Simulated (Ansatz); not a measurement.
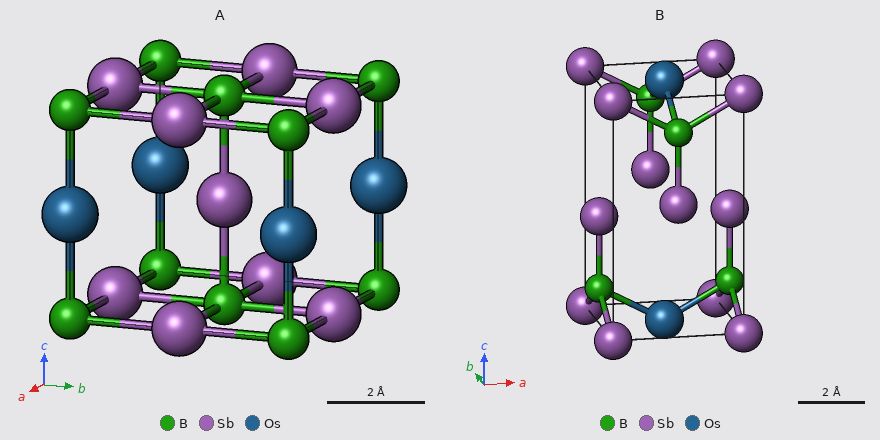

Two structures of B₂Sb₃Os, each relaxed to rest (conventional cells in solid outline, small ones repeated, not to one scale). Method: DFT PBE, scalar-relativistic, plane waves, PAW in Ansatz 0.2.0, without spin polarisation.

**Characterise the two forms.**

A: 6 atoms a cell on a primitive tetragonal lattice, P4/mmm. B: 6 atoms a cell on a primitive tetragonal lattice, P-4m2.

**A or B: which is lower in energy?**

B is lower, by 277 meV/atom at this level of theory (energies at zero smearing). Volumes: A 17.6, B 20.6 Å³/atom.

One or both may be structure types tried for this composition rather than known phases.
